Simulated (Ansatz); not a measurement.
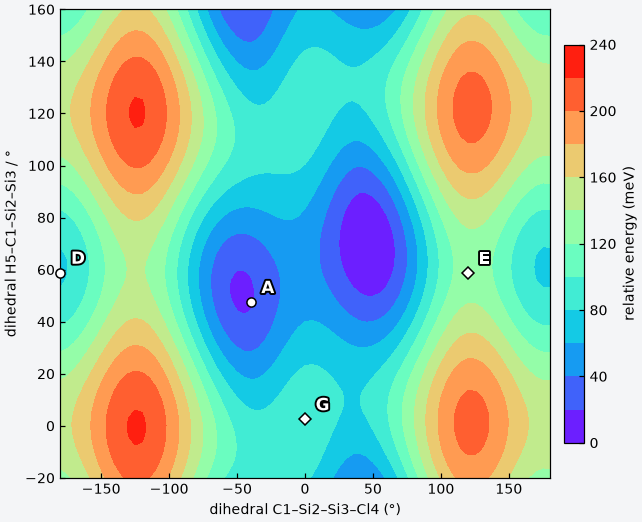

CH7ClSi2, SMILES C[SiH2][SiH2]Cl. First axis: dihedral C1–Si2–Si3–Cl4. Second axis: dihedral H5–C1–Si2–Si3. Nothing is relaxed (all other coordinates rigid). The grid has 18 × 17 points. Points are written as (first, second). All energies are given in meV relative to the relaxed molecule at the same level. Theory: RKS SPW92 (LDA)/def2-SVP (Ansatz).

Drawn: filled contours, lettered points. Between grid points the surface is interpolated.

> Is E the lowest point of the computed grid?

No. E lies 127 meV above the lowest grid point, which is at (40°, 70.0°).

> Rank the lettered points by energy, lowest first.

A (18 meV), D (77 meV), G (95 meV), E (130 meV).
